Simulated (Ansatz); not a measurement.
**BNH6 (SMILES [BH3-][NH3+]): levels of theory compared**

Wanted: a comparison of 6 runs (B3LYP/STO-3G, BHLYP/STO-3G, BLYP/STO-3G, wB97M-V/STO-3G, MP2/STO-3G, FCI/STO-3G) of BNH6. 

The results are computed with Ansatz 0.2.0.

48 further runs of the same task are left out: 2 that didn't finish, 46 set aside as unsound or not needed.

**1. Starting point**

BNH6 has 8 atoms, charge 0, and is taken as a singlet. As SMILES, `[BH3-][NH3+]`. The H5–B1 distance was set to 2.424 Å, away from the relaxed value. At this shape a bond of the SMILES string is far longer than usual.

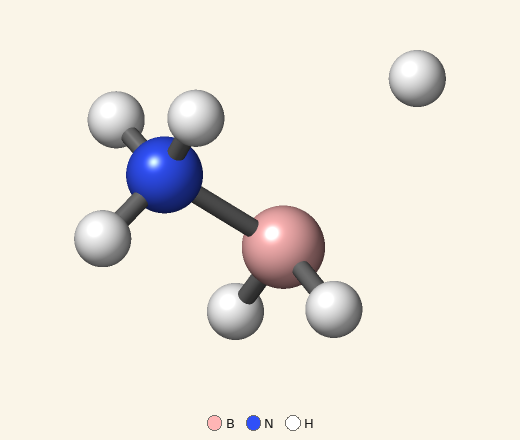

The structure, seen from a chosen angle (boron pink, nitrogen blue, hydrogen white).

**2. The energy at B3LYP/STO-3G (run 1)**

Contents of input.yaml:

```yaml
crystal:
  periodic: [false, false, false]
  atoms:
    - {symbol: B, position_ang: [-0.986986, -0.624985, -0.512405]}
    - {symbol: N, position_ang: [-0.589186, -1.130885, 0.994695]}
    - {symbol: H, position_ang: [-0.873886, -1.604185, -1.218005]}
    - {symbol: H, position_ang: [-2.128286, -0.226085, -0.424205]}
    - {symbol: H, position_ang: [0.604400, 1.126600, -1.038400]}
    - {symbol: H, position_ang: [-0.654886, -0.368785, 1.661695]}
    - {symbol: H, position_ang: [0.360914, -1.487085, 1.018295]}
    - {symbol: H, position_ang: [-1.209686, -1.872285, 1.303495]}
basis:
  gaussian: {orbitals: STO-3G}
magnetization: {spin_polarized: false}
hamiltonian: {xc: {name: B3LYP}}
accuracy: high
```

Run with:

```
$ ansatz run input.yaml --threads 1 --pin off --max-ram 2610MiB --events-out events.jsonl --progress --plain --runs-dir runs
```

Log:

```text
Warning: RAYON_NUM_THREADS=1 ignored (pool sized by the plan → 1); use --threads N
Functional definition: B3LYP
  name "B3LYP"
  parameter a0 = 0.2
  parameter ax = 0.72
  parameter ac = 0.81
  exchange = (1 - a0 - ax)*slater_x + ax*b88_x + a0*exact_x
  correlation = (1 - ac)*vwn_rpa_c + ac*lyp_c
275 factors; integrals over basis functions are off by at most 1.1e-8 eV
mean field evaluation 1: about -2227.7520 eV, gradient 1.8e1 eV
mean field evaluation 2: about -2218.1125 eV, gradient 3.6e1 eV
mean field evaluation 4: about -2230.2931 eV, gradient 3.1e0 eV
mean field evaluation 8: about -2230.3354 eV, gradient 6.4e-2 eV
mean field evaluation 16: about -2230.2753 eV, gradient 1.0e-5 eV
mean field -2230.27527738 eV, -81.9611047089 hartree, gradient 5.9e-8 eV, S^2 0.000000; 0 other end points of the search recorded, 0 dependent functions left out
reference -2230.27530790 eV, -81.9611058303 hartree; 9, 9 occupied and 7, 7 virtual orbitals, 275 factors
Total energy: -2230.27530790 eV, -81.9611058303 hartree
```

Run time: 1.2 s. Hardware: 1 thread of Arm Neoverse V1, shared host; peak memory 0.096 GiB.

**3. A single-point energy at BHLYP/STO-3G (run 2)**

Contents of run.yaml:

```yaml
crystal:
  periodic: [false, false, false]
  atoms:
    - symbol: B
      position_ang: [-0.986986, -0.624985, -0.512405]
    - symbol: N
      position_ang: [-0.589186, -1.130885, 0.994695]
    - symbol: H
      position_ang: [-0.873886, -1.604185, -1.218005]
    - symbol: H
      position_ang: [-2.128286, -0.226085, -0.424205]
    - symbol: H
      position_ang: [0.604400, 1.126600, -1.038400]
    - symbol: H
      position_ang: [-0.654886, -0.368785, 1.661695]
    - symbol: H
      position_ang: [0.360914, -1.487085, 1.018295]
    - symbol: H
      position_ang: [-1.209686, -1.872285, 1.303495]
basis:
  gaussian:
    orbitals: STO-3G
hamiltonian:
  xc: {name: BHLYP}
accuracy: high
```

Run with:

```
$ ansatz run run.yaml --threads 1 --pin off --max-ram 2610MiB --events-out events.jsonl --progress --plain --runs-dir runs
```

Log:

```text
Warning: RAYON_NUM_THREADS=1 ignored (pool sized by the plan → 1); use --threads N
Functional definition: BHLYP
  name "BHLYP"
  parameter a = 0.5
  exchange = (1 - a)*b88_x + a*exact_x
  correlation = lyp_c
275 factors; integrals over basis functions are off by at most 1.1e-8 eV
mean field evaluation 1: about -2225.5337 eV, gradient 1.7e1 eV
mean field evaluation 2: about -2222.1448 eV, gradient 3.1e1 eV
mean field evaluation 4: about -2228.1583 eV, gradient 1.1e0 eV
mean field evaluation 8: about -2228.1465 eV, gradient 1.1e-3 eV
mean field -2228.14645149 eV, -81.8828718003 hartree, gradient 8.4e-8 eV, S^2 0.000000; 0 other end points of the search recorded, 0 dependent functions left out
reference -2228.14647244 eV, -81.8828725702 hartree; 9, 9 occupied and 7, 7 virtual orbitals, 275 factors
Total energy: -2228.14647244 eV, -81.8828725702 hartree
```

It took 1.3 s on 1 thread of Arm Neoverse V1, shared host; peak memory 0.096 GiB.

Runs 3 to 4 aren't shown in full; the table further down has their settings and results.

**4. A single-point energy at MP2/STO-3G (run 5)**

Contents of molecule.yaml:

```yaml
crystal:
  periodic: [false, false, false]
  atoms:
    - {symbol: B, position_ang: [-0.986986, -0.624985, -0.512405]}
    - {symbol: "N", position_ang: [-0.589186, -1.130885, 0.994695]}
    - {symbol: H, position_ang: [-0.873886, -1.604185, -1.218005]}
    - {symbol: H, position_ang: [-2.128286, -0.226085, -0.424205]}
    - {symbol: H, position_ang: [0.604400, 1.126600, -1.038400]}
    - {symbol: H, position_ang: [-0.654886, -0.368785, 1.661695]}
    - {symbol: H, position_ang: [0.360914, -1.487085, 1.018295]}
    - {symbol: H, position_ang: [-1.209686, -1.872285, 1.303495]}
basis:
  gaussian:
    orbitals: STO-3G
correlation:
  method: mp2
  frozen_orbitals: {B: 1, H: 0, "N": 1}
accuracy: high
```

Run with:

```
$ ansatz run molecule.yaml --threads 1 --pin off --max-ram 2610MiB --events-out events.jsonl --progress --plain --runs-dir runs
```

Log, cut to the lines that bear on the results:

```text
Warning: RAYON_NUM_THREADS=1 ignored (pool sized by the plan → 1); use --threads N
Functional definition: HF
  name "HF"
[...]
275 factors; integrals over basis functions are off by at most 1.1e-8 eV
[...]
mean field -2213.01972450 eV, -81.3269748366 hartree, gradient 2.8e-8 eV, S^2 0.000000; 0 other end points of the search recorded, 0 dependent functions left out; unrestricted orbitals would lower it
[...]
unrestricted determinant -2215.13725005 eV, -81.4047924653 hartree, S^2 0.8639
2 core orbitals not correlated: weight in the atoms' cores, before any rotation towards them, 1.000 or more for the frozen orbitals, at most 0.000 for the correlated occupied ones
reference -2213.01972450 eV, -81.3269748366 hartree; 7, 7 occupied and 7, 7 virtual orbitals, 275 factors
second order -3.94591271 eV of doubles, -0.00000000 eV of singles
Total energy: -2216.96563720 eV, -81.4719844539 hartree
```

Run time: 0.1 s. Hardware: 1 thread of Arm Neoverse V1, shared host.

**5. The energy at FCI/STO-3G (run 6)**

Contents of molecule.yaml:

```yaml
crystal:
  periodic: [false, false, false]
  atoms:
    - symbol: B
      position_ang: [-0.986986, -0.624985, -0.512405]
    - symbol: N
      position_ang: [-0.589186, -1.130885, 0.994695]
    - symbol: H
      position_ang: [-0.873886, -1.604185, -1.218005]
    - symbol: H
      position_ang: [-2.128286, -0.226085, -0.424205]
    - symbol: H
      position_ang: [0.604400, 1.126600, -1.038400]
    - symbol: H
      position_ang: [-0.654886, -0.368785, 1.661695]
    - symbol: H
      position_ang: [0.360914, -1.487085, 1.018295]
    - symbol: H
      position_ang: [-1.209686, -1.872285, 1.303495]
basis:
  gaussian: {orbitals: STO-3G}
correlation: {method: fci, frozen_orbitals: {B: 1, H: 0, "N": 1}}
accuracy: high
```

Run with:

```
$ ansatz run molecule.yaml --threads 1 --pin off --max-ram 2610MiB --events-out events.jsonl --progress --plain --runs-dir runs
```

Log, cut to the lines that bear on the results:

```text
Warning: RAYON_NUM_THREADS=1 ignored (pool sized by the plan → 1); use --threads N
[... 2 set-up lines as earlier in the session ...]
[...]
275 factors; integrals over basis functions are off by at most 1.1e-8 eV
[...]
mean field -2213.01972450 eV, -81.3269748366 hartree, gradient 2.8e-8 eV, S^2 0.000000; 0 other end points of the search recorded, 0 dependent functions left out; unrestricted orbitals would lower it
[...]
unrestricted determinant -2215.13725005 eV, -81.4047924653 hartree, S^2 0.8639
2 core orbitals not correlated: weight in the atoms' cores, before any rotation towards them, 1.000 or more for the frozen orbitals, at most 0.000 for the correlated occupied ones
reference -2213.01972450 eV, -81.3269748366 hartree; 7, 7 occupied and 7, 7 virtual orbitals, 275 factors
state -2218.95480241 eV, -81.5450849270 hartree
Total energy: -2218.95480241 eV, -81.5450849270 hartree
```

It took 60 s on 1 thread of Arm Neoverse V1, shared host; peak memory 0.93 GiB.

**6. Overview of the runs**

```tsv
run	level	frozen core orbitals	energy (Eh)	wall time
1	B3LYP/STO-3G	–	-81.961106	1.2 s
2	BHLYP/STO-3G	–	-81.882873	1.3 s
3	BLYP/STO-3G	–	-81.904579	1.5 s
4	wB97M-V/STO-3G	–	-81.907843	18 s
5	MP2/STO-3G	2	-81.471984	0.1 s
6	FCI/STO-3G	2	-81.545085	60 s
```

**7. Outcome**

| quantity | value |
| --- | --- |
| run 6: total energy | -81.54508 Eh |
| run 6: correlation energy (2 core orbitals frozen) | -218.1 mEh |

**Reading.** Against full CI in this basis: MP2 +73.1 mEh. Totals of different functionals can't be ranked against each other. In run 5 the log says that unrestricted orbitals would lower the reference, so the values rest on an unstable closed-shell determinant (other closed-shell runs at this shape may share the fault). In runs 1, 2, 3, 4, 5, 6 the basis is minimal, so the values are rough. All runs together took 83 s, the longest 60 s.
